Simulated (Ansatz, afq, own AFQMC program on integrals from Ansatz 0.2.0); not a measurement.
# TiOF2 (singlet): AFQMC on the coupled-cluster ladder, def2-TZVP

Aim: compute TiOF2 (singlet) with auxiliary-field quantum Monte Carlo on the same integrals as coupled cluster, and set the energies side by side.

Program: Ansatz 0.2.0, Gaussian basis, and an in-house AFQMC program (afq) on its integrals; all values are calculated. Level of theory: def2-TZVP, frozen cores. These are calculated values, not measurements.

Plan: PBE (unrestricted); CCSD(T) on RHF; r2SCAN (unrestricted); CCSD(T) on RHF; PBE0 (unrestricted); CCSD(T) on RHF; B3LYP (unrestricted); wB97M-V (unrestricted); B2PLYP (unrestricted); Phaseless AFQMC, CISD trial on RHF; Phaseless AFQMC, single-determinant trial on RHF; UHF.

### 1 The system

The geometry is a PBE0/def2-SVP stationary point (not a proven minimum).

4 atoms, charge 0, spin multiplicity 1.

Atoms are counted from 1 here; the program's logs count them from 0.

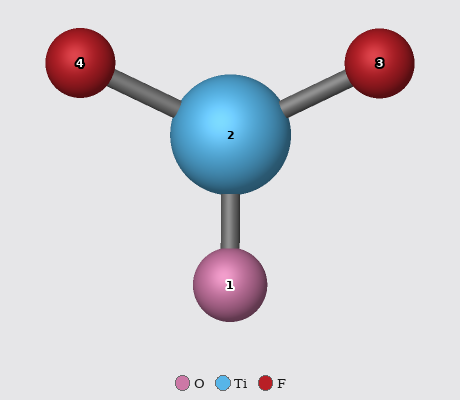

The structure; oxygen pink, titanium blue, fluorine red; atoms are numbered from 1 in the order of the file.

### 2 PBE (unrestricted)

in.yaml

```yaml
crystal:
  periodic: [false, false, false]
  atoms:
    - {symbol: O, position_ang: [0.076386, 0.481981, 1.484391]}
    - {symbol: Ti, position_ang: [-0.148195, -0.085784, 0.025388]}
    - {symbol: F, position_ang: [0.850135, -1.492631, -0.376449]}
    - {symbol: F, position_ang: [-0.778326, 1.096444, -1.133330]}
basis:
  gaussian: {orbitals: def2-TZVP}
magnetization: {spin_polarized: true, initial_magnetization: 0}
hamiltonian: {xc: {name: PBE}}
output: {orbitals: {seedname: orbitals}}
```

Run with:

```bash
$ ansatz run in.yaml --threads 1 --pin off --events-out ev --progress --plain --max-ram 5632MiB --backend cpu
```

Standard output:

```text
Functional definition: PBE
  name "PBE"
  cite "Perdew, Burke & Ernzerhof, Phys. Rev. Lett. 77, 3865 (1996) doi:10.1103/PhysRevLett.77.3865"
  parent pbe
  parameter kappa = 0.804
  parameter beta = 0.06672455060314922
  exchange = pbe_x(kappa = kappa, mu = beta*pi^2/3)
  correlation = pbe_c(beta = beta)
876 factors; their error is unknown
mean field evaluation 1: about -30579.6495 eV, gradient 6.3e1 eV
mean field evaluation 2: about -30235.6222 eV, gradient 3.0e2 eV
mean field evaluation 4: about -30590.9861 eV, gradient 1.4e1 eV
mean field evaluation 8: about -30591.6107 eV, gradient 6.1e-2 eV
mean field evaluation 16: about -30591.6082 eV, gradient 6.7e-5 eV
mean field -30591.60816340 eV, -1124.2208642683 hartree, gradient 6.7e-5 eV, S^2 0.000000; 0 other end points of the search recorded, 0 dependent functions left out
reference -30591.60821826 eV, -1124.2208662843 hartree; 24, 24 occupied and 114, 114 virtual orbitals, 876 factors
Total energy: -30591.60821826 eV, -1124.2208662843 hartree
```

Run time: 3 s. Hardware: 1 thread of AMD EPYC 7R13 (Zen 3), shared host; peak memory 0.73 GiB.

From the report: ⟨S²⟩ of the determinant 0.000 (pure singlet: 0.00).

### 3 CCSD(T) on RHF

Changes to in.yaml since step 2:

```diff
@@ -9,4 +9,3 @@
   gaussian: {orbitals: def2-TZVP}
-magnetization: {spin_polarized: true, initial_magnetization: 0}
-hamiltonian: {xc: {name: PBE}}
-output: {orbitals: {seedname: orbitals}}
+magnetization: {spin_polarized: false}
+correlation: {method: ccsd_t, electrons: outside_noble_gas, hamiltonian_folder: ham}
```

Run with:

```bash
$ ansatz run in.yaml --threads 1 --pin off --events-out ev --progress --plain --max-ram 16896MiB --backend cuda --devices 0, --max-vram 18GiB
```

Standard output (excerpt; [...] marks lines left out):

```text
Functional definition: HF
  name "HF"
  cite "Fock, Z. Phys. 61, 126 (1930) doi:10.1007/BF01340294"
  parent pbe
[...]
1022 factors; integrals over basis functions are off by at most 1.0e-3 eV
[...]
mean field -30542.45431244 eV, -1122.4144935629 hartree, gradient 2.5e-6 eV, S^2 0.000000; 0 other end points of the search recorded, 0 dependent functions left out
12 core orbitals not correlated: weight in the atoms' cores, before any rotation towards them, 0.967 or more for the frozen orbitals, at most 0.029 for the correlated occupied ones
reference -30542.45431244 eV, -1122.4144935629 hartree; 12, 12 occupied and 114, 114 virtual orbitals, 1022 factors
second order -25.10128856 eV of doubles, -0.00000000 eV of singles
cycle   1  -22.46384798 eV  change     2.6e0 eV  update   2.6e-1
[...]
cycle  14  -23.91734767 eV  change    2.9e-5 eV  update   8.2e-6
perturbative correction -1.31402250 eV, -0.0482894362 hartree
Total energy: -30567.68568260 eV, -1123.3417293141 hartree
```

Wall time 6 s (1 × NVIDIA H100 80GB HBM3 with 1 thread of AMD EPYC 7R13 (Zen 3), shared host); peak host memory 0.77 GiB.

From the report: correlation -25.2314 eV; T1 0.027; largest double amplitude 0.03.

This run also writes the integrals to the folder ham.

### 4 r2SCAN (unrestricted)

Changes to in.yaml since step 3:

```diff
@@ -9,3 +9,3 @@
   gaussian: {orbitals: def2-TZVP}
-magnetization: {spin_polarized: false}
-correlation: {method: ccsd_t, electrons: outside_noble_gas, hamiltonian_folder: ham}
+magnetization: {spin_polarized: true, initial_magnetization: 0}
+hamiltonian: {xc: {name: r2SCAN}}
```

Run with:

```bash
$ ansatz run in.yaml --threads 1 --pin off --events-out ev --progress --plain --max-ram 5632MiB --backend cpu
```

Standard output:

```text
Functional definition: r2SCAN
  name "r2SCAN"
  cite "Furness, Kaplan, Ning, Perdew & Sun, J. Phys. Chem. Lett. 11, 8208 (2020) doi:10.1021/acs.jpclett.0c02405"
  cite "Furness, Kaplan, Ning, Perdew & Sun, J. Phys. Chem. Lett. 11, 9248 (2020) doi:10.1021/acs.jpclett.0c03077"
  parent r2scan
  parameter k0 = 0.174
  parameter k1 = 0.065
  parameter a1 = 4.9479
  exchange = r2scan_x(k0 = k0, k1 = k1, a1 = a1)
  correlation = r2scan_c
876 factors; their error is unknown
mean field evaluation 1: about -30588.5500 eV, gradient 6.3e1 eV
mean field evaluation 2: about -30234.3918 eV, gradient 3.1e2 eV
mean field evaluation 4: about -30600.2392 eV, gradient 9.4e0 eV
mean field evaluation 8: about -30600.5440 eV, gradient 5.0e-2 eV
mean field evaluation 16: about -30600.5388 eV, gradient 6.2e-5 eV
mean field -30600.53880926 eV, -1124.5490594501 hartree, gradient 4.5e-6 eV, S^2 0.000000; 0 other end points of the search recorded, 0 dependent functions left out
reference -30600.53882913 eV, -1124.5490601805 hartree; 24, 24 occupied and 114, 114 virtual orbitals, 876 factors
Total energy: -30600.53882913 eV, -1124.5490601805 hartree
```

Run time: 6.5 s. Hardware: 1 thread of AMD EPYC 7R13 (Zen 3), shared host; peak memory 0.73 GiB.

From the report: ⟨S²⟩ of the determinant 0.000 (pure singlet: 0.00).

### 5 CCSD(T) on RHF

Changes to in.yaml since step 4:

```diff
@@ -8,4 +8,4 @@
 basis:
-  gaussian: {orbitals: def2-TZVP}
-magnetization: {spin_polarized: true, initial_magnetization: 0}
-hamiltonian: {xc: {name: r2SCAN}}
+  gaussian: {orbitals: def2-TZVPP}
+magnetization: {spin_polarized: false}
+correlation: {method: ccsd_t, electrons: outside_noble_gas}
```

Run with:

```bash
$ ansatz run in.yaml --threads 1 --pin off --events-out ev --progress --plain --max-ram 16896MiB --backend cuda --devices 0, --max-vram 18GiB
```

Standard output (excerpt; [...] marks lines left out):

```text
Functional definition: HF
  name "HF"
  cite "Fock, Z. Phys. 61, 126 (1930) doi:10.1007/BF01340294"
  parent pbe
[...]
1073 factors; integrals over basis functions are off by at most 6.9e-4 eV
[...]
mean field -30542.61713216 eV, -1122.4204770773 hartree, gradient 2.8e-6 eV, S^2 0.000000; 0 other end points of the search recorded, 0 dependent functions left out
12 core orbitals not correlated: weight in the atoms' cores, before any rotation towards them, 0.967 or more for the frozen orbitals, at most 0.030 for the correlated occupied ones
reference -30542.61713216 eV, -1122.4204770773 hartree; 12, 12 occupied and 133, 133 virtual orbitals, 1073 factors
second order -25.26795822 eV of doubles, -0.00000000 eV of singles
cycle   1  -22.60797567 eV  change     2.7e0 eV  update   2.7e-1
[...]
cycle  14  -24.08542566 eV  change    3.0e-5 eV  update   8.6e-6
perturbative correction -1.33879751 eV, -0.0491999011 hartree
Total energy: -30568.04135533 eV, -1123.3548000459 hartree
```

It took 4.3 s on 1 × NVIDIA H100 80GB HBM3 with 1 thread of AMD EPYC 7R13 (Zen 3), shared host; peak host memory 0.78 GiB.

From the report: correlation -25.4242 eV; T1 0.028; largest double amplitude 0.04.

### 6 PBE0 (unrestricted)

Changes to in.yaml since step 5:

```diff
@@ -8,4 +8,5 @@
 basis:
-  gaussian: {orbitals: def2-TZVPP}
-magnetization: {spin_polarized: false}
-correlation: {method: ccsd_t, electrons: outside_noble_gas}
+  gaussian: {orbitals: def2-TZVP}
+magnetization: {spin_polarized: true, initial_magnetization: 0}
+hamiltonian: {xc: {name: PBE0}}
+output: {orbitals: {seedname: orbitals}}
```

Run with:

```bash
$ ansatz run in.yaml --threads 1 --pin off --events-out ev --progress --plain --max-ram 5632MiB --backend cpu
```

Standard output:

```text
Functional definition: PBE0
  name "PBE0"
  cite "Adamo & Barone, J. Chem. Phys. 110, 6158 (1999) doi:10.1063/1.478522"
  cite "Perdew, Burke & Ernzerhof, Phys. Rev. Lett. 77, 3865 (1996) doi:10.1103/PhysRevLett.77.3865"
  parent pbe
  parameter a = 0.25
  parameter kappa = 0.804
  parameter beta = 0.06672455060314922
  exchange = (1 - a)*pbe_x(kappa = kappa, mu = beta*pi^2/3) + a*exact_x
  correlation = pbe_c(beta = beta)
929 factors; their error is unknown
mean field evaluation 1: about -30578.0290 eV, gradient 6.4e1 eV
mean field evaluation 2: about -30263.7293 eV, gradient 3.0e2 eV
mean field evaluation 4: about -30590.5212 eV, gradient 1.3e1 eV
mean field evaluation 8: about -30591.0533 eV, gradient 1.3e-1 eV
mean field evaluation 16: about -30591.2062 eV, gradient 1.7e-4 eV
mean field -30591.20615330 eV, -1124.2060906694 hartree, gradient 5.5e-5 eV, S^2 0.000000; 0 other end points of the search recorded, 0 dependent functions left out
reference -30591.20619213 eV, -1124.2060920965 hartree; 24, 24 occupied and 114, 114 virtual orbitals, 929 factors
Total energy: -30591.20619213 eV, -1124.2060920965 hartree
```

It took 4.6 s on 1 thread of AMD EPYC 7R13 (Zen 3), shared host; peak memory 0.73 GiB.

From the report: ⟨S²⟩ of the determinant 0.000 (pure singlet: 0.00).

### 7 CCSD(T) on RHF

Changes to in.yaml since step 6:

```diff
@@ -8,5 +8,4 @@
 basis:
-  gaussian: {orbitals: def2-TZVP}
-magnetization: {spin_polarized: true, initial_magnetization: 0}
-hamiltonian: {xc: {name: PBE0}}
-output: {orbitals: {seedname: orbitals}}
+  gaussian: {orbitals: "def2-QZVPP.json"}
+magnetization: {spin_polarized: false}
+correlation: {method: ccsd_t, electrons: outside_noble_gas}
```

Run with:

```bash
$ ansatz run in.yaml --threads 1 --pin off --events-out ev --progress --plain --max-ram 16896MiB --backend cuda --devices 0, --max-vram 18GiB
```

Standard output (excerpt; [...] marks lines left out):

```text
Functional definition: HF
  name "HF"
  cite "Fock, Z. Phys. 61, 126 (1930) doi:10.1007/BF01340294"
  parent pbe
[...]
1726 factors; integrals over basis functions are off by at most 5.2e-4 eV
[...]
mean field -30543.37051838 eV, -1122.4481635104 hartree, gradient 2.6e-6 eV, S^2 0.000000; 0 other end points of the search recorded, 0 dependent functions left out
12 core orbitals not correlated: weight in the atoms' cores, before any rotation towards them, 0.967 or more for the frozen orbitals, at most 0.030 for the correlated occupied ones
reference -30543.37051838 eV, -1122.4481635104 hartree; 12, 12 occupied and 240, 240 virtual orbitals, 1726 factors
second order -27.22660582 eV of doubles, -0.00000000 eV of singles
cycle   1  -24.35982669 eV  change     2.9e0 eV  update   2.6e-1
[...]
cycle  15  -25.84780794 eV  change   -1.2e-6 eV  update   4.3e-6
perturbative correction -1.47311689 eV, -0.0541360472 hartree
Total energy: -30570.69144321 eV, -1123.4521889792 hartree
```

Wall time 6.5 s (1 × NVIDIA H100 80GB HBM3 with 1 thread of AMD EPYC 7R13 (Zen 3), shared host); peak host memory 0.82 GiB.

From the report: correlation -27.3209 eV; T1 0.027; largest double amplitude 0.04.

### 8 B3LYP (unrestricted)

Changes to in.yaml since step 7:

```diff
@@ -8,4 +8,4 @@
 basis:
-  gaussian: {orbitals: "def2-QZVPP.json"}
-magnetization: {spin_polarized: false}
-correlation: {method: ccsd_t, electrons: outside_noble_gas}
+  gaussian: {orbitals: def2-TZVP}
+magnetization: {spin_polarized: true, initial_magnetization: 0}
+hamiltonian: {xc: {name: B3LYP}}
```

Run with:

```bash
$ ansatz run in.yaml --threads 1 --pin off --events-out ev --progress --plain --max-ram 5632MiB --backend cpu
```

Standard output (excerpt; [...] marks lines left out):

```text
Functional definition: B3LYP
  name "B3LYP"
  cite "Stephens, Devlin, Chabalowski & Frisch, J. Phys. Chem. 98, 11623 (1994) doi:10.1021/j100096a001"
  cite "Becke, Phys. Rev. A 38, 3098 (1988) doi:10.1103/PhysRevA.38.3098"
  cite "Lee, Yang & Parr, Phys. Rev. B 37, 785 (1988) doi:10.1103/PhysRevB.37.785"
  cite "Vosko, Wilk & Nusair, Can. J. Phys. 58, 1200 (1980) doi:10.1139/p80-159"
[...]
926 factors; their error is unknown
[...]
mean field -30604.60553821 eV, -1124.6985089826 hartree, gradient 3.0e-5 eV, S^2 0.000000; 0 other end points of the search recorded, 0 dependent functions left out
reference -30604.60578307 eV, -1124.6985179810 hartree; 24, 24 occupied and 114, 114 virtual orbitals, 926 factors
Total energy: -30604.60578307 eV, -1124.6985179810 hartree
```

Wall time 4.7 s (1 thread of AMD EPYC 7R13 (Zen 3), shared host); peak memory 0.73 GiB.

From the report: ⟨S²⟩ of the determinant 0.000 (pure singlet: 0.00).

[end of part 1 of 2]
